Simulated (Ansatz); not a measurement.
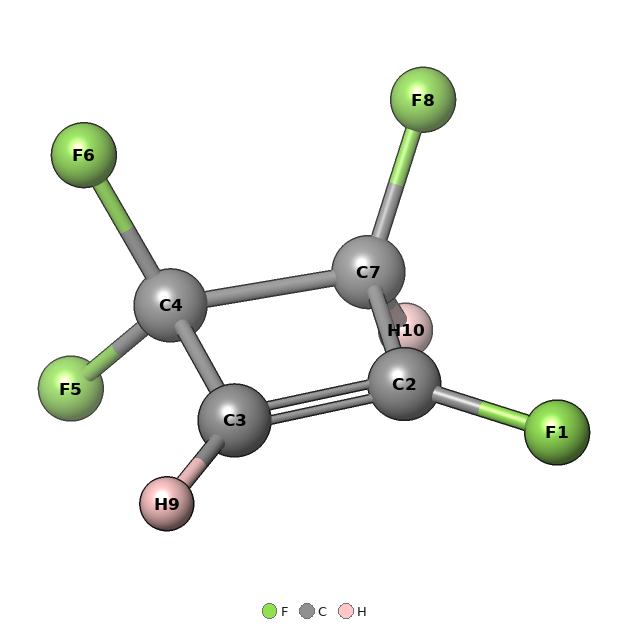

Distant atoms are faded towards the background colour. The geometry was computed by an optimisation with PBE-D4/def2-SVP. No frequency run is at hand to confirm it as a minimum.

### What is the conformation of the ring C2–C3–C4–C7?

It is planar. The Cremer–Pople amplitude Q is 0.04 Å.

### Give the torsion angles round the ring, beginning with the bond from its second to its third atom.

3°, −3°, 3°, −3°.
